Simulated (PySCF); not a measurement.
## A study: BF$_{4}$H$_{2}$O, charge −1, SMILES `F[B-](F)(F)F.O`

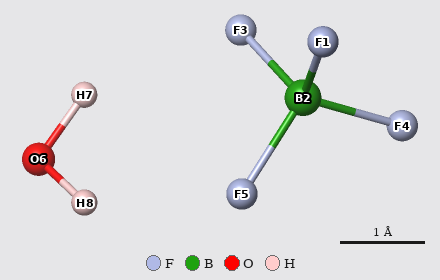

The molecule, with its atoms numbered as below. The pair's geometry is semi-empirical, so its contact may be too short or too long.

Cartesian coordinates (Å):

```
F1       1.4627   -0.0196    1.1344
B2       0.6723   -0.0002   -0.0001
F3      -0.1439    1.1316    0.0196
F4       1.4627    0.0200   -1.1344
F5      -0.1435   -1.1318   -0.0196
O6      -2.8316    0.0001   -0.0000
H7      -2.2260    0.7486    0.0034
H8      -2.2257   -0.7497   -0.0033
```

## 1. Bonding charge

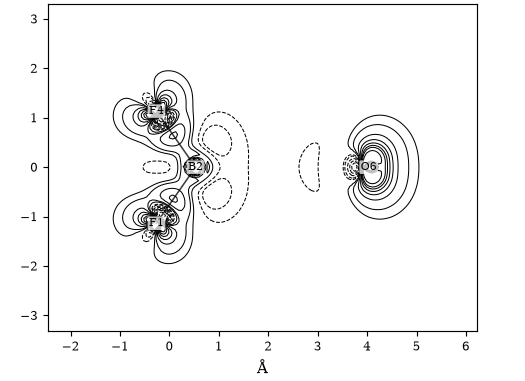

Deformation density (molecule less spherical, spin-averaged free atoms) in the plane of F1, B2, F4 and O6; contours at ±0.05 to ±0.8 e/Å³; solid lines: gain, dashed lines: loss.

Method: r2SCAN/6-311+G**; geometry: GFN2-xTB; program: PySCF.

Q: How much density has each bond in this plane gained at its critical point, relative to the free atoms?

A: B2–F4 and F1–B2: +0.14 e/Å³ at the bond critical point (bond length 1.38 Å). In all, 2.1 electrons gather in the regions of gain relative to the promolecule of neutral atoms (this includes the anion's extra charge). A small or negative value marks a very polar bond, one between electron-rich atoms, whose free-atom densities already overlap strongly, a long bond to a heavier atom, or a closed-shell contact such as a hydrogen bond.

Q: Where do the Hirshfeld charges lie?

A: The highest Hirshfeld charge is on B2 (+0.17 e), the lowest on O6 (−0.36 e).

## 2. Bond critical points

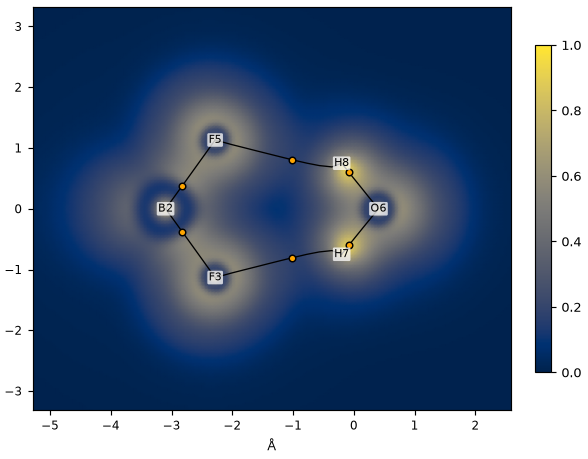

Localised orbital locator (LOL) in the plane of B2, F3, F5, O6, H7 and H8, with bond paths and bond critical points (dots).

Q: Rank the bonds in the plane by LOL at their critical points.

A: O6–H7 and O6–H8: about 0.88; B2–F5 and B2–F3: about 0.30; F3–H7 and F5–H8: about 0.17. Values above 0.5 mark slow, localised electrons, as in shared pairs; low values at a critical point mark a polar or closed-shell contact whose critical point lies between the shells.

Q: Where along O6–H7 does the critical point lie?

A: 0.77 Å from O6 and 0.19 Å from H7.

## 3. Local ionisation energy

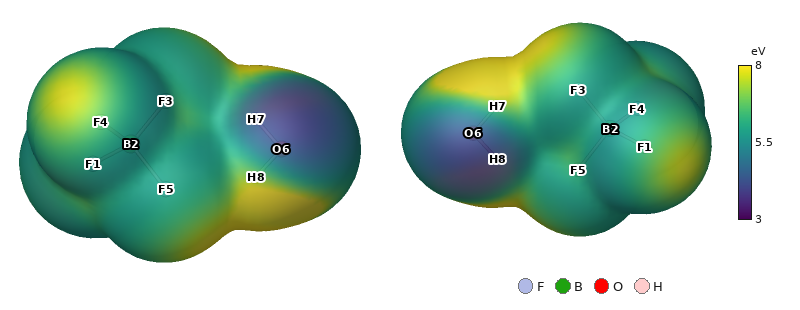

Average local ionisation energy on the surface of electron density 0.001 a.u. (back view left, front view right).

Q: Where are the most loosely bound electrons on this surface?

A: The lowest value is 3.8 eV, off the O6–H7 bond (1.9 to 2.1 Å from its atoms), and at like points elsewhere. Further minima include 5.5 eV, 1.7 Å from F4. For comparison, the highest occupied orbital lies at −3.2 eV.

## 4. Binding density

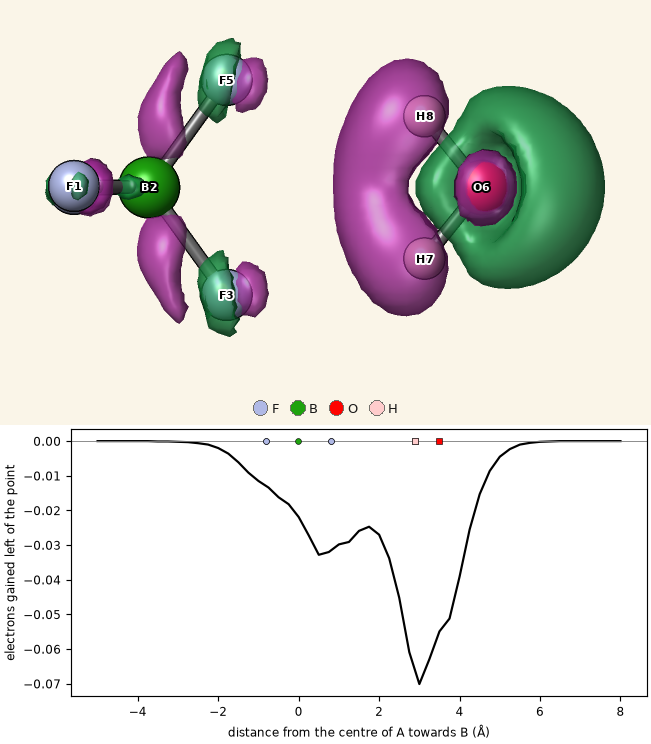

Density of the complex less the densities of the two fragments at the same geometry, ±0.006 e/Å³ (green: gain, purple: loss). Fragment A: BF4(−1) (atoms 1–5); fragment B: H2O. Below: the charge-displacement curve along the line of centres (A on the left).

Q: Which way does charge flow?

A: Hirshfeld charges show 0.027 e passing from A to B. By Hirshfeld charges, electrons gather most on O6 (−0.048 e) and leave H7 and H8 alike most (+0.010 e); 0.11 e is displaced in all.

Q: What is the interaction energy, and which contacts carry it?

A: The counterpoise-corrected interaction energy of the frozen fragments is −13.8 kcal/mol without dispersion correction and −14.0 kcal/mol with D3(BJ). The pair geometry is semi-empirical, not a minimum at this level. Contacts: F3···H7, hydrogen bond, 2.12 Å, ρ = 0.016 a.u.; F5···H8, hydrogen bond, 2.12 Å, ρ = 0.016 a.u. The pose is a local one from a semi-empirical search, not shown to be the most stable.

The PySCF runs shown took 28 s and 74 s on 1 thread of Intel(R) Xeon(R) Platinum 8259CL CPU @ 2.50GHz (Skylake/Cascade Lake), with other jobs on the host.
